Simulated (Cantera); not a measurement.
Input: 1 mol Ti, 4.1 mol CH4, at 0.310 bar.

Equilibrium computed with Cantera from the NASA thermochemical tables; the gas is ideal and each condensed phase is pure. Candidate condensed phases: C, C6H6, C7H8, C8H18, Ti, TiC; 77 gas species. TiC: taken at fixed stoichiometry. The numbers say what is thermodynamically allowed, not how fast it happens.

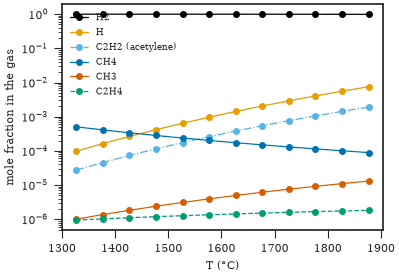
Equilibrium gas composition (values under 1e-9 drawn at 1e-9)

Read off the mole fractions at 1577 °C.

H2 about 1.00, H about 0.00097, C2H2 (acetylene) about 0.00026, CH4 about 0.00020, CH3 about 3.9e-6, C2H4 about 1.4e-6.
